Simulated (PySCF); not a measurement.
C₇H₃FNO (doublet)

```xyz
13

F     2.6897    1.6657   -0.2127
C     2.0686    0.5096   -0.0793
N     2.7185   -0.6058    0.0343
O     1.8103   -1.6058    0.1535
C     0.5698   -1.0867    0.1112
C    -0.6673   -1.6672    0.1867
C    -1.8004   -0.9286    0.1180
C    -1.7166    0.4723   -0.0339
C    -0.4999    1.1029   -0.1141
C     0.6529    0.3233   -0.0424
H    -2.7723   -1.3929    0.1772
H    -2.6326    1.0403   -0.0861
H    -0.4251    2.1735   -0.2300
```

Geometry: GFN2-xTB.

All numbers below come from UKS B3LYP, pcH-1 on C F H N O, non-relativistic, mean-field spin-orbit, GIAO in PySCF 2.14.0, density-fitted response routines.

What will maps of the electron density, electron localisation function and spin density show?

Answer. C–N (1.30 Å): the density is about 2.8 e/Å³ at the midpoint; the ELF peaks at about 0.90 between the atoms: localised, covalent bonding.
C–F (1.32 Å): the density is about 2.4 e/Å³ at the midpoint; the ELF peaks at about 0.85 between the atoms (a shared but strongly polarised pair).
C–O (1.35 Å): ρ is about 2.4 e/Å³ halfway, with its minimum of 2.1 e/Å³ about 0.5 Å from C; the ELF peaks at about 0.90 between the atoms, as expected for a polar covalent bond.
C–C (1.35 Å): the density is about 2.2 e/Å³ at the midpoint; the ELF peaks at about 0.95 between the atoms (localised, covalent bonding).
The unpaired spin (1 electron) lies mostly on C6 (about 0.8), in electrons by Hirshfeld's partition.

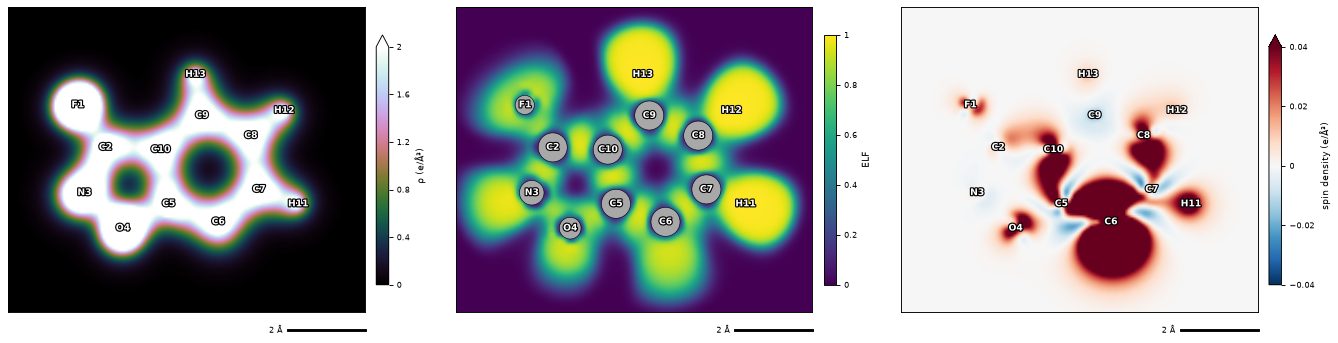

Computed electron density, electron localisation function and spin density on the molecular plane, in this order. Grey discs cover the atomic cores in the ELF map. 
